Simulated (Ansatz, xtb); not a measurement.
**Group exchange: HOF + SiH3(CH3) → SiH3(OH) + CH3F**

Species: HOF (hypofluorous acid) `OF`, singlet; SiH3(CH3) (methylsilane), singlet; SiH3(OH) (silanol), singlet; CH3F `CF`, singlet. The partners trade F for SiH3: O–F and C–SiH3 bonds give way to O–SiH3 and C–F.

Shapes, held fixed at every level: PBE0-D4/def2-TZVP. Programs: Ansatz 0.2.0, xtb 6.7.1. The zero-point and thermal change to 298 K, harmonic and unscaled (PBE0-D4/def2-TZVP), is +6.2 kJ/mol.

```json
{"level": "GFN2-xTB", "kind": "semi-empirical", "ΔH(298 K) (kJ/mol)": "-426.7", "less CCSD(T)/CBS estimate": "-17.8"}
{"level": "HF/def2-TZVPP", "kind": "Hartree–Fock", "ΔH(298 K) (kJ/mol)": "-452.9", "less CCSD(T)/CBS estimate": "-44.0"}
{"level": "r2SCAN-D4/def2-TZVPP", "kind": "meta-GGA", "ΔH(298 K) (kJ/mol)": "-391.6", "less CCSD(T)/CBS estimate": "+17.3"}
{"level": "B3LYP-D4/def2-TZVPP", "kind": "global hybrid", "ΔH(298 K) (kJ/mol)": "-395.7", "less CCSD(T)/CBS estimate": "+13.2"}
{"level": "r2SCAN0-D4/def2-TZVPP", "kind": "global hybrid", "ΔH(298 K) (kJ/mol)": "-408.1", "less CCSD(T)/CBS estimate": "+0.8"}
{"level": "wB97X-V/def2-TZVPP", "kind": "range-separated hybrid", "ΔH(298 K) (kJ/mol)": "-395.8", "less CCSD(T)/CBS estimate": "+13.1"}
{"level": "MP2/def2-TZVPP", "kind": "perturbation theory", "ΔH(298 K) (kJ/mol)": "-423.2", "less CCSD(T)/CBS estimate": "-14.3"}
{"level": "CCSD/def2-SVP", "kind": "coupled cluster or CI", "ΔH(298 K) (kJ/mol)": "-389.6", "less CCSD(T)/CBS estimate": "+19.3"}
{"level": "CCSD(T)/CBS estimate", "kind": "coupled cluster or CI", "ΔH(298 K) (kJ/mol)": "-408.9", "less CCSD(T)/CBS estimate": "0.0"}
```

The highest level, CCSD(T)/CBS estimate, gives ΔH(298 K) = -408.9 kJ/mol; the levels span -452.9 to -389.6. The column of differences is taken from that level and isn't an error. No measured value is set beside it here. The CBS estimate extrapolates MP2 from def2-TZVPP and def2-QZVPP and adds CCSD(T) − MP2 in the triple-zeta set, cores frozen.

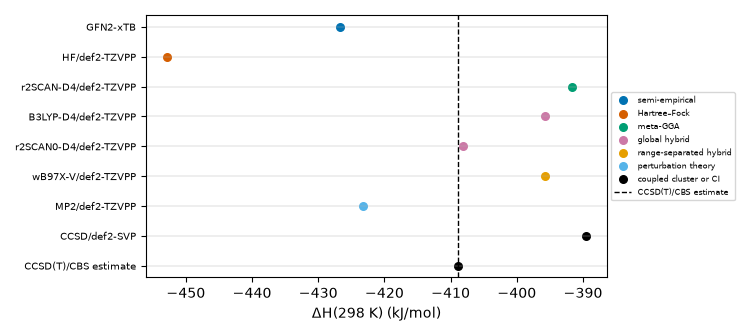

The values of the table, level by level.
